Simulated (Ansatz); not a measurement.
# AlCCl+ (doublet): correlated methods under varied settings

Aim: run AlCCl+ (doublet) at one geometry under a spread of methods and options, and see what each costs and gives.

Computed with Ansatz 0.2.0, Gaussian basis. Level: the settings change from run to run.

10 further runs of the same task are left out: 5 that didn't finish, 5 set aside as unsound or not needed. Runs told in other sessions of the task aren't counted.

**1. What is computed**

The geometry is a PBE0/def2-TZVP stationary point (not a proven minimum) of the parent state, kept for this charge and spin.

3 atoms, charge 1, spin multiplicity 2.

Atoms are counted from 1 here; the program's logs count them from 0.

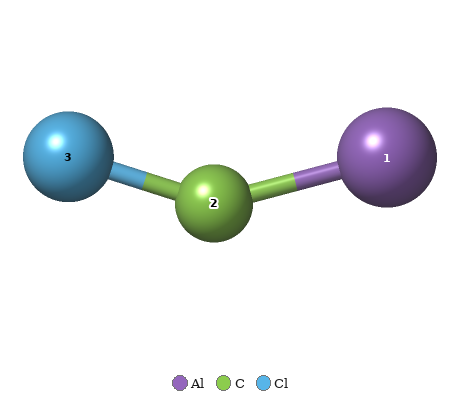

The structure; aluminium purple, carbon green, chlorine blue; atoms are numbered from 1 in the order of the file.

Coordinates:

```xyz
3
charge 1, multiplicity 2
Al    0.00000   -0.08442    1.91846
C     0.00000    0.41449    0.07358
Cl    0.00000   -0.07617   -1.48497
```

**2. NEVPT2(11,6)/cc-pVDZ**

File in.yaml:

```yaml
crystal:
  periodic: [false, false, false]
  atoms:
    - {symbol: Al, position_ang: [0.000000, -0.084423, 1.918457]}
    - {symbol: C, position_ang: [0.000000, 0.414488, 0.073585]}
    - {symbol: Cl, position_ang: [0.000000, -0.076169, -1.484972]}
basis:
  gaussian: {orbitals: cc-pVDZ}
total_charge: 1
magnetization: {spin_polarized: false, initial_magnetization: 1}
correlation: {method: sc_nevpt2, electrons: outside_noble_gas, active_space: {window: {electrons: 11, orbitals: 6}}}
```

Started as:

```sh
ansatz run in.yaml --threads 1 --pin off --events-out ev --progress --plain --max-ram 2393MiB
```

Log:

```text
Functional definition: HF
  name "HF"
  cite "Fock, Z. Phys. 61, 126 (1930) doi:10.1007/BF01340294"
  parent pbe
  exchange = exact_x
  correlation = 0
511 factors; integrals over basis functions are off by at most 1.3e-3 eV
mean field evaluation 1: about -20101.1914 eV, gradient 2.8e1 eV
mean field evaluation 2: about -20101.1951 eV, gradient 2.8e1 eV
mean field evaluation 4: about -20105.0452 eV, gradient 7.1e0 eV
mean field evaluation 8: about -20105.6643 eV, gradient 1.1e0 eV
mean field evaluation 16: about -20105.8829 eV, gradient 1.1e-4 eV
mean field evaluation 32: about -20106.0302 eV, gradient 2.0e-3 eV
mean field evaluation 64: about -20104.8221 eV, gradient 5.0e-5 eV
mean field evaluation 96: about -20106.0302 eV, gradient 4.7e-2 eV
mean field evaluation 128: about -20099.8366 eV, gradient 6.4e0 eV
mean field evaluation 160: about -20106.0302 eV, gradient 2.2e-6 eV
mean field -20106.03019151 eV, -738.8829811812 hartree, gradient 2.2e-6 eV, S^2 0.750000; 10 other end points of the search recorded, 0 dependent functions left out
reference -20106.03019151 eV, -738.8829811812 hartree; 18, 17 occupied and 32, 33 virtual orbitals, 511 factors
state -20106.03019151 eV, -738.8829811812 hartree
state -20106.03019151 eV, -738.8829811812 hartree; corrected -20112.59367495 eV, -739.1241847487 hartree
WARN: 5 active orbitals are nearly empty or full. The corrections depend on them more than the energy does, and are more stable in an active space without them
Total energy: -20112.59367495 eV, -739.1241847487 hartree
```

It took 7.5 s on 1 thread of Arm Neoverse V1, shared host.

From the report: 2 determinants; active occupations 2.00, 2.00, 2.00, 2.00, 2.00, 1.00. The report marks this result as in doubt.

**3. MRCISD+Q(relaxed)(1,3)/STO-3G**

File in.yaml:

```yaml
crystal:
  periodic: [false, false, false]
  atoms:
    - {symbol: Al, position_ang: [0.000000, -0.084423, 1.918457]}
    - {symbol: C, position_ang: [0.000000, 0.414488, 0.073585]}
    - {symbol: Cl, position_ang: [0.000000, -0.076169, -1.484972]}
basis:
  gaussian: {orbitals: STO-3G}
total_charge: 1
magnetization: {spin_polarized: false, initial_magnetization: 1}
correlation: {method: fic_mrcisd_q_relaxed, electrons: outside_noble_gas, active_space: {window: {electrons: 1, orbitals: 3}}}
accuracy: high
```

Launched as before.

Log, cut to the lines that bear on the results:

```text
Functional definition: HF
  name "HF"
  cite "Fock, Z. Phys. 61, 126 (1930) doi:10.1007/BF01340294"
  parent pbe
[...]
400 factors; integrals over basis functions are off by at most 2.2e-8 eV
[...]
mean field -19882.50427524 eV, -730.6685552697 hartree, gradient 1.6e-8 eV, S^2 0.750000; 12 other end points of the search recorded, 0 dependent functions left out
reference -19882.50427524 eV, -730.6685552697 hartree; 18, 17 occupied and 5, 6 virtual orbitals, 400 factors
state -19882.50427524 eV, -730.6685552697 hartree
contracted CI cycle   1: correlation 0.00000000 eV, 0.0000000000 hartree, residual 9.63e0 eV
contracted CI cycle   2: correlation -2.47550470 eV, -0.0909731196 hartree, residual 3.03e0 eV
contracted CI cycle   3: correlation -2.81025361 eV, -0.1032749155 hartree, residual 1.23e0 eV
contracted CI cycle   4: correlation -2.87777032 eV, -0.1057561087 hartree, residual 5.91e-1 eV
[...]
contracted CI cycle  12: correlation -2.90207470 eV, -0.1066492782 hartree, residual 7.25e-4 eV
contracted CI cycle  13: correlation -2.90207472 eV, -0.1066492789 hartree, residual 3.66e-4 eV
contracted CI cycle  14: correlation -2.90207473 eV, -0.1066492791 hartree, residual 1.65e-4 eV
contracted CI cycle  15: correlation -2.90207473 eV, -0.1066492791 hartree, residual 7.26e-5 eV
contracted CI cycle  16: correlation -2.90207473 eV, -0.1066492791 hartree, residual 2.94e-5 eV
contracted CI cycle  17: correlation -2.90207473 eV, -0.1066492791 hartree, residual 1.05e-5 eV
contracted CI cycle  18: correlation -2.90207473 eV, -0.1066492791 hartree, residual 3.75e-6 eV
contracted CI cycle  19: correlation -2.90207473 eV, -0.1066492791 hartree, residual 1.42e-6 eV
contracted CI cycle  20: correlation -2.90207473 eV, -0.1066492791 hartree, residual 5.19e-7 eV
state -19882.50427524 eV, -730.6685552697 hartree; corrected -19885.83711757 eV, -730.7910349662 hartree
WARN: 2 active orbitals are nearly empty or full. The corrections depend on them more than the energy does, and are more stable in an active space without them
Total energy: -19885.83711757 eV, -730.7910349662 hartree
```

Wall time 3.5 s (1 thread of Arm Neoverse V1, shared host).

From the report: 1 determinant; active occupations 1.00, 0.00, 0.00. The report marks this result as in doubt.

**4. HF (ROHF)/cc-pVDZ**

File in.yaml:

```yaml
crystal:
  periodic: [false, false, false]
  atoms:
    - {symbol: Al, position_ang: [0.000000, -0.084423, 1.918457]}
    - {symbol: C, position_ang: [0.000000, 0.414488, 0.073585]}
    - {symbol: Cl, position_ang: [0.000000, -0.076169, -1.484972]}
basis:
  gaussian: {orbitals: cc-pVDZ}
total_charge: 1
magnetization: {spin_polarized: false, initial_magnetization: 1}
hamiltonian: {xc: hf}
output: {orbitals: {seedname: orbitals}}
```

Launched as before.

Log, cut to the lines that bear on the results:

```text
Functional definition: HF
  name "HF"
  cite "Fock, Z. Phys. 61, 126 (1930) doi:10.1007/BF01340294"
  parent pbe
[...]
511 factors; integrals over basis functions are off by at most 1.3e-3 eV
[...]
mean field -20106.03019151 eV, -738.8829811812 hartree, gradient 3.7e-6 eV, S^2 0.750000; 4 other end points of the search recorded, 0 dependent functions left out
reference -20106.03019151 eV, -738.8829811812 hartree; 18, 17 occupied and 32, 33 virtual orbitals, 511 factors
Total energy: -20106.03019151 eV, -738.8829811812 hartree
```

Wall time 1.8 s (1 thread of Arm Neoverse V1, shared host).

**5. CISD/cc-pVDZ**

in.yaml, as its differences from that of step 4:

```diff
@@ -10,3 +10,3 @@
 magnetization: {spin_polarized: false, initial_magnetization: 1}
-hamiltonian: {xc: hf}
-output: {orbitals: {seedname: orbitals}}
+correlation: {active_space: {ras: {orbitals: [6, 1, 32], electrons: 13, max_holes: 2, max_particles: 2}, fixed_orbitals: true}}
+accuracy: high
```

The command is unchanged.

Log, cut to the lines that bear on the results:

```text
Functional definition: HF
  name "HF"
  cite "Fock, Z. Phys. 61, 126 (1930) doi:10.1007/BF01340294"
  parent pbe
[...]
1037 factors; integrals over basis functions are off by at most 3.9e-9 eV
[...]
mean field -20106.03026687 eV, -738.8829839505 hartree, gradient 1.4e-8 eV, S^2 0.750000; 10 other end points of the search recorded, 0 dependent functions left out
reference -20106.03026687 eV, -738.8829839505 hartree; 18, 17 occupied and 32, 33 virtual orbitals, 1037 factors
state -20113.61847052 eV, -739.1618452915 hartree
Total energy: -20113.61847052 eV, -739.1618452915 hartree
```

It took 9 s on 1 thread of Arm Neoverse V1, shared host.

From the report: 49,942 determinants.

**6. CASSCF(3,3)/cc-pVDZ**

in.yaml, as its differences from that of step 5:

```diff
@@ -10,3 +10,3 @@
 magnetization: {spin_polarized: false, initial_magnetization: 1}
-correlation: {active_space: {ras: {orbitals: [6, 1, 32], electrons: 13, max_holes: 2, max_particles: 2}, fixed_orbitals: true}}
+correlation: {active_space: {window: {electrons: 3, orbitals: 3}, states: [{multiplicity: 2, weights: [0.5, 1, 1]}, {multiplicity: 4, weights: [1]}], root: 1}}
 accuracy: high
```

The command is unchanged.

Log, cut to the lines that bear on the results:

```text
Functional definition: HF
  name "HF"
  cite "Fock, Z. Phys. 61, 126 (1930) doi:10.1007/BF01340294"
  parent pbe
[...]
1037 factors; integrals over basis functions are off by at most 3.9e-9 eV
[...]
mean field -20106.03026687 eV, -738.8829839505 hartree, gradient 7.8e-8 eV, S^2 0.750000; 10 other end points of the search recorded, 0 dependent functions left out
reference -20106.03026687 eV, -738.8829839505 hartree; 18, 17 occupied and 32, 33 virtual orbitals, 1037 factors
state -20106.51873616 eV, -738.9009348658 hartree
state -20105.58258236 eV, -738.8665318484 hartree
state -20105.38527655 eV, -738.8592809937 hartree
state -20106.60311191 eV, -738.9040356176 hartree
Total energy: -20105.58258236 eV, -738.8665318484 hartree
```

Run time: 6 s. Hardware: 1 thread of Arm Neoverse V1, shared host.

From the report: 9 determinants; active occupations (of the averaged states) 1.25, 0.91, 0.84.

**7. HF (UHF)/cc-pVDZ**

File in.yaml:

```yaml
crystal:
  periodic: [false, false, false]
  atoms:
    - {symbol: Al, position_ang: [0.000000, -0.084423, 1.918457]}
    - {symbol: C, position_ang: [0.000000, 0.414488, 0.073585]}
    - {symbol: Cl, position_ang: [0.000000, -0.076169, -1.484972]}
basis:
  gaussian: {orbitals: cc-pVDZ}
total_charge: 1
magnetization: {spin_polarized: true, initial_magnetization: 1}
hamiltonian: {xc: hf}
scf: {lower_state_search: full}
output: {forces: true, orbitals: {seedname: orbitals}}
```

Launched as before.

Log, cut to the lines that bear on the results:

```text
Functional definition: HF
  name "HF"
  cite "Fock, Z. Phys. 61, 126 (1930) doi:10.1007/BF01340294"
  parent pbe
[...]
511 factors; integrals over basis functions are off by at most 1.3e-3 eV
[...]
mean field -20106.84859260 eV, -738.9130568667 hartree, gradient 4.5e-5 eV, S^2 1.645897; 19 other end points of the search recorded, 0 dependent functions left out
[...]
reference -20106.84859260 eV, -738.9130568667 hartree; 18, 17 occupied and 32, 33 virtual orbitals, 511 factors
Total energy: -20106.84859260 eV, -738.9130568667 hartree
Atom 0 at     0.000000    -0.084423     1.918457 Å, force    -0.000000    -0.152630     0.028996 eV/Å
Atom 1 at     0.000000     0.414488     0.073585 Å, force     0.000000     0.373488     0.128147 eV/Å
Atom 2 at     0.000000    -0.076169    -1.484972 Å, force    -0.000000    -0.220858    -0.157142 eV/Å
Dipole moment:     0.000000    -0.089069     1.569877 e Å
```

It took 4.9 s on 1 thread of Arm Neoverse V1, shared host.

From the report: ⟨S²⟩ of the determinant 1.646 (pure doublet: 0.75). The determinant of HF (⟨S²⟩ 1.65) is far from a pure spin state, so its energy mixes those of several spin states; that is harmless only where they are near-degenerate.

**8. CASSCF(5,4)/cc-pVDZ**

File in.yaml:

```yaml
crystal:
  periodic: [false, false, false]
  atoms:
    - {symbol: Al, position_ang: [0.000000, -0.084423, 1.918457]}
    - {symbol: C, position_ang: [0.000000, 0.414488, 0.073585]}
    - {symbol: Cl, position_ang: [0.000000, -0.076169, -1.484972]}
basis:
  gaussian: {orbitals: cc-pVDZ, fitting: {mean_field: def2-universal-jkfit}}
total_charge: 1
magnetization: {spin_polarized: false, initial_magnetization: 1}
correlation: {active_space: {window: {electrons: 5, orbitals: 4}}}
```

Launched as before.

Log, cut to the lines that bear on the results:

```text
Functional definition: HF
  name "HF"
  cite "Fock, Z. Phys. 61, 126 (1930) doi:10.1007/BF01340294"
  parent pbe
[...]
331 factors; integrals over basis functions are off by at most 5.0e-2 eV
[...]
mean field -20106.02860645 eV, -738.8829229315 hartree, gradient 5.1e-6 eV, S^2 0.750000; 10 other end points of the search recorded, 0 dependent functions left out
reference -20106.02860645 eV, -738.8829229315 hartree; 18, 17 occupied and 32, 33 virtual orbitals, 331 factors
state -20106.81357117 eV, -738.9117698527 hartree
Total energy: -20106.81357117 eV, -738.9117698527 hartree
```

Wall time 7 s (1 thread of Arm Neoverse V1, shared host).

From the report: 24 determinants; active occupations 2.00, 1.72, 1.00, 0.28.

**9. MP2 on ROHF/6-31G***

File in.yaml:

```yaml
crystal:
  periodic: [false, false, false]
  atoms:
    - {symbol: Al, position_ang: [0.000000, -0.084423, 1.918457]}
    - {symbol: C, position_ang: [0.000000, 0.414488, 0.073585]}
    - {symbol: Cl, position_ang: [0.000000, -0.076169, -1.484972]}
basis:
  gaussian: {orbitals: "6-31G*"}
total_charge: 1
magnetization: {spin_polarized: false, initial_magnetization: 1}
correlation: {method: mp2, electrons: outside_noble_gas}
```

Launched as before.

Log, cut to the lines that bear on the results:

```text
Functional definition: HF
  name "HF"
  cite "Fock, Z. Phys. 61, 126 (1930) doi:10.1007/BF01340294"
  parent pbe
[...]
475 factors; integrals over basis functions are off by at most 8.1e-4 eV
[...]
mean field -20104.98828533 eV, -738.8446918352 hartree, gradient 1.1e-6 eV, S^2 0.750000; 10 other end points of the search recorded, 0 dependent functions left out
unrestricted determinant -20105.83039538 eV, -738.8756388089 hartree, S^2 1.6509
11 core orbitals not correlated: weight in the atoms' cores, before any rotation towards them, 1.000 or more for the frozen orbitals, at most 0.000 for the correlated occupied ones
reference -20104.98828533 eV, -738.8446918352 hartree; 7, 6 occupied and 35, 36 virtual orbitals, 475 factors
second order -7.32252272 eV of doubles, -0.07975316 eV of singles
Total energy: -20112.39056121 eV, -739.1167204566 hartree
```

Wall time 3 s (1 thread of Arm Neoverse V1, shared host).

**10. CCSDT(Q)/B/STO-3G**

in.yaml, as its differences from that of step 9:

```diff
@@ -7,5 +7,6 @@
 basis:
-  gaussian: {orbitals: "6-31G*"}
+  gaussian: {orbitals: STO-3G}
 total_charge: 1
 magnetization: {spin_polarized: false, initial_magnetization: 1}
-correlation: {method: mp2, electrons: outside_noble_gas}
+hamiltonian: {xc: {name: PBE0}}
+correlation: {method: ccsdt_q_b, electrons: all, diis_vectors: 2}
```

The command is unchanged.

Log, cut to the lines that bear on the results:

```text
Functional definition: PBE0
  name "PBE0"
  cite "Adamo & Barone, J. Chem. Phys. 110, 6158 (1999) doi:10.1063/1.478522"
  cite "Perdew, Burke & Ernzerhof, Phys. Rev. Lett. 77, 3865 (1996) doi:10.1103/PhysRevLett.77.3865"
  parent pbe
[...]
393 factors; integrals over basis functions are off by at most 3.3e-8 eV
[...]
mean field -19909.50649168 eV, -731.6608684209 hartree, gradient 2.2e-6 eV, S^2 0.750000; 5 other end points of the search recorded, 0 dependent functions left out
[...]
unrestricted determinant -19883.35208990 eV, -730.6997118837 hartree, S^2 1.5955
reference -19881.99864573 eV, -730.6499737279 hartree; 18, 17 occupied and 5, 6 virtual orbitals, 393 factors
second order -2.90980318 eV of doubles, -0.37498123 eV of singles
cycle   1  -3.28452045 eV  change   -1.8e-2 eV  update   1.3e-1
[...]
cycle  55  -3.97588633 eV  change    1.1e-6 eV  update   2.4e-6
perturbative correction -0.01065677 eV, -0.0003916292 hartree
Total energy: -19885.98518883 eV, -730.7964764847 hartree
```

Wall time 42 s (1 thread of Arm Neoverse V1, shared host); peak memory 1.2 GiB.

From the report: correlation -3.9865 eV; T1 0.015; largest double amplitude 0.21. The orbitals are Kohn-Sham ones, so correlation energy and T1 don't compare with those on Hartree-Fock orbitals.

**11. The runs in one table**

Where basis and cores are those of an earlier RCCSDT(Q)/cc-pVDZ run (-20115.0858 eV), and the records show the same count of frozen orbitals and kind of state, the miss against it is given; a blank cell means that this couldn't be shown. † marks a result that the program doubts.

```
                                             level         correlated  functions  energy (eV)  from RCCSDT(Q) (meV)   time
                            NEVPT2(11,6)/cc-pVDZ †  outside noble gas         50  -20112.5937                2492.2  7.5 s
                   MRCISD+Q(relaxed)(1,3)/STO-3G †  outside noble gas         23  -19885.8371                        3.5 s
                                 HF (ROHF)/cc-pVDZ                            50  -20106.0302                9055.6  1.8 s
                                      CISD/cc-pVDZ  outside noble gas         50  -20113.6185                1467.4    9 s
CASSCF(3,3)/cc-pVDZ (excited root 1 of an average)                            50  -20105.5826                          6 s
                                  HF (UHF)/cc-pVDZ                            50  -20106.8486                8237.2  4.9 s
                               CASSCF(5,4)/cc-pVDZ                            50  -20106.8136                8272.3    7 s
                                MP2 on ROHF/6-31G*  outside noble gas         53  -20112.3906                          3 s
              CCSDT(Q)/B/STO-3G (on PBE0 orbitals)                all         23  -19885.9852                         42 s
```

**12. Outcome**

```
quantity                                       value
    runs                                           9
quickest                    HF (ROHF)/cc-pVDZ, 1.8 s
 slowest  CCSDT(Q)/B/STO-3G (on PBE0 orbitals), 42 s
```

What this shows: Total energies in different bases, with other cores or another treatment of relativity can't be set against each other. CCSDT(Q)/B/STO-3G (on PBE0 orbitals) took 23 times as long as HF (ROHF)/cc-pVDZ; the jobs differ in more than the method. Among the correlated runs with a miss given, it spans +1467 to +2492 meV. Hartree-Fock, CASSCF and CASCI lack dynamic correlation by design.
